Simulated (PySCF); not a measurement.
# One shape, several levels: CH5InO2 (SMILES [CH3][In]([OH])[OH])

Aim: a comparison of 6 runs (HF/STO-3G, B3LYP/def2-SVP, BHLYP/def2-SVP, CAM-B3LYP/def2-SVP, M06-2X/def2-SVP, PBE0/def2-SVP) of CH5InO2. The job is set up through a Python script.

The results are computed with PySCF 2.14.0.

2 further runs of the same task are left out: 2 set aside as unsound or not needed.

## (1) The molecule

CH5InO2: 9 atoms, total charge 0, spin state singlet. As SMILES, `[CH3][In]([OH])[OH]`. The C1–H6 distance was set to 1.962 Å, away from the relaxed value. At this shape a bond of the SMILES string is far longer than usual.

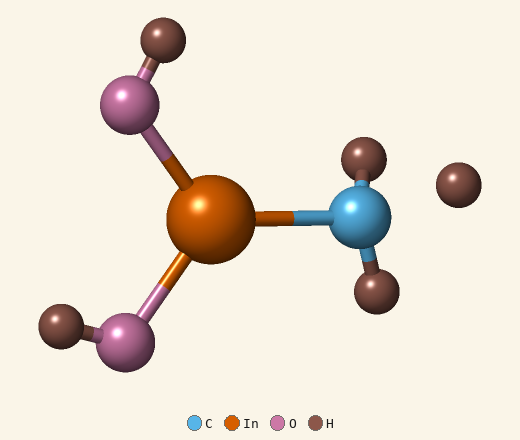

The structure, seen from a chosen angle (carbon blue, indium orange, oxygen pink, hydrogen brown).

## (2) A single-point energy at HF/STO-3G (run 1)

The input, input.py:

```python
from pyscf import gto, scf

mol = gto.M(
    atom='''
C     -0.615202     0.202864    -2.972524
In    -0.219305    -2.171199     0.247569
O      2.271165    -4.948907     0.555784
O     -2.149660    -2.127357     3.480513
H     -2.580139     0.219872    -3.589709
H      0.400811     3.659077    -2.093250
H      0.583073    -0.498791    -4.491108
H      2.128869    -5.775474     2.166208
H     -3.431839    -0.848769     3.570275
''',
    unit='bohr',
    spin=0,
    max_memory=1860,
    verbose=3,
    basis='sto-3g',
)

mf = scf.RHF(mol)
mf.conv_tol = 1e-10
mf.kernel()
if not mf.converged:
    mf = mf.newton().run(mf.mo_coeff, mf.mo_occ)

e_tot = mf.e_tot
print('E(%s) = %.9f' % ('HF', e_tot))
```

Command:

```sh
$ OMP_NUM_THREADS=1 python input.py
```

Standard output:

```text
converged SCF energy = -5870.67498590597
E(HF) = -5870.674985906
```

Wall time 1.2 s (1 thread of Intel Xeon at 2.70GHz, shared host); peak memory 0.12 GiB.

## (3) The energy at B3LYP/def2-SVP (core potential) (run 2)

The input, start.xyz:

```xyz
9
CH5InO2
C     -0.325551     0.107351    -1.572992
In    -0.116051    -1.148949     0.131008
O      1.201849    -2.618849     0.294108
O     -1.137551    -1.125749     1.841808
H     -1.365351     0.116351    -1.899592
H      0.212100     1.936300    -1.107700
H      0.308549    -0.263949    -2.376592
H      1.126549    -3.056249     1.146308
H     -1.816051    -0.449149     1.889308
```

The input, calc.py:

```python
from pyscf import gto, dft

mol = gto.M(
    atom='start.xyz',
    basis='def2-svp',
    max_memory=1860,
    verbose=3,
    spin=0,
    ecp={'In': 'def2-svp'},
)

myscf = dft.RKS(mol)
myscf.xc = 'b3lyp'
myscf.grids.level = 5
myscf.conv_tol = 1e-10
myscf.kernel()
if not myscf.converged:
    myscf = myscf.newton().run(myscf.mo_coeff, myscf.mo_occ)

e_final = myscf.e_tot
print(f'total energy: {e_final:.8f} hartree')
```

Command:

```sh
$ OMP_NUM_THREADS=1 python calc.py
```

Standard output:

```text
converged SCF energy = -381.504355181557
total energy: -381.50435518 hartree
```

Wall time 24 s (1 thread of Intel Xeon at 2.70GHz, shared host); peak memory 0.48 GiB.

Run 3 isn't shown in full; the table further down has it.

## (4) The energy at CAM-B3LYP/def2-SVP (core potential) (run 4)

The input, input.py:

```python
from pyscf import gto, dft

mol = gto.Mole()
mol.atom = '''
C   -0.325551   0.107351  -1.572992
In  -0.116051  -1.148949   0.131008
O    1.201849  -2.618849   0.294108
O   -1.137551  -1.125749   1.841808
H   -1.365351   0.116351  -1.899592
H    0.212100   1.936300  -1.107700
H    0.308549  -0.263949  -2.376592
H    1.126549  -3.056249   1.146308
H   -1.816051  -0.449149   1.889308
'''
mol.charge = 0
mol.verbose = 4
mol.ecp = {'In': 'def2-svp'}
mol.max_memory = 1860
mol.basis = 'def2-svp'
mol.spin = 0
mol.build()

mf = dft.RKS(mol)
mf.xc = 'cam-b3lyp'
mf.grids.level = 5
mf.conv_tol = 1e-10
mf.kernel()
if not mf.converged:
    mf = mf.newton().run(mf.mo_coeff, mf.mo_occ)

e_tot = mf.e_tot
print('E = %.10f Eh' % e_tot)
```

Command:

```sh
$ OMP_NUM_THREADS=1 python input.py
```

Standard output:

```text
PySCF version 2.14.0

[... 85 lines left out ...]
converged SCF energy = -381.333214291246
E = -381.3332142912 Eh
```

It took 38 s on 1 thread of Intel Xeon at 2.70GHz, shared host; peak memory 0.48 GiB.

Run 5 isn't shown in full; the table further down has it.

## (5) A single-point energy at PBE0/def2-SVP (core potential) (run 6)

The input, calc.py:

```python
from pyscf import gto, dft

system = gto.M(
    atom=[
    ('C', (-0.325551, 0.107351, -1.572992)),
    ('In', (-0.116051, -1.148949, 0.131008)),
    ('O', (1.201849, -2.618849, 0.294108)),
    ('O', (-1.137551, -1.125749, 1.841808)),
    ('H', (-1.365351, 0.116351, -1.899592)),
    ('H', (0.212100, 1.936300, -1.107700)),
    ('H', (0.308549, -0.263949, -2.376592)),
    ('H', (1.126549, -3.056249, 1.146308)),
    ('H', (-1.816051, -0.449149, 1.889308)),
],
    max_memory=1860,
    basis='def2-svp',
    charge=0,
    ecp={'In': 'def2-svp'},
    verbose=3,
)

calc0 = dft.RKS(system)
calc0.xc = 'pbe0'
calc0.conv_tol = 1e-10
calc0.grids.level = 5
calc0.kernel()
if not calc0.converged:
    calc0 = calc0.newton().run(calc0.mo_coeff, calc0.mo_occ)

e_final = calc0.e_tot
print('Final energy', e_final)
```

Command:

```sh
$ OMP_NUM_THREADS=1 python calc.py
```

Standard output:

```text
converged SCF energy = -381.221206782678
Final energy -381.22120678267777
```

Wall time 24 s (1 thread of Intel Xeon at 2.70GHz, shared host); peak memory 0.48 GiB.

## (6) Overview of the runs

```tsv
run	level	core potential	integration grid	energy (Eh)	dipole moment (D)	HOMO energy (eV)	LUMO energy (eV)	wall time
1	HF/STO-3G	–	–	-5870.674986	1.64	-7.38	5.36	1.2 s
2	B3LYP/def2-SVP (core potential)	def2-svp	5	-381.504355	2.43	-7.50	-2.68	24 s
3	BHLYP/def2-SVP (core potential)	def2-svp	5	-381.238687	2.67	-9.15	-1.51	26 s
4	CAM-B3LYP/def2-SVP (core potential)	def2-svp	5	-381.333214	2.52	-9.26	-1.33	38 s
5	M06-2X/def2-SVP (core potential)	def2-svp	5	-381.277192	2.65	-9.18	-1.58	46 s
6	PBE0/def2-SVP (core potential)	def2-svp	5	-381.221207	2.53	-7.81	-2.44	24 s
```

## (7) Summary of results

```
            quantity          value
 run 6: total energy  -381.22121 Eh
run 6: dipole moment         2.53 D
  run 6: HOMO energy       -7.81 eV
  run 6: LUMO energy       -2.44 eV
run 6: HOMO–LUMO gap        5.37 eV
```

The dipole moment (its size) runs from 1.64 D (HF/STO-3G) to 2.67 D (BHLYP/def2-SVP). The two ends differ in method and basis and core potential. The HOMO–LUMO gap runs from 4.82 eV (B3LYP/def2-SVP) to 12.73 eV (HF/STO-3G). Totals of different functionals can't be ranked against each other. Some runs of one species differ in core potentials or relativity; totals across that change don't compare. In run 1 the basis is minimal, so the values are rough. In run 1 relativity is left out where basis or elements ask for it. All runs together took 2.7 min, the longest 46 s.
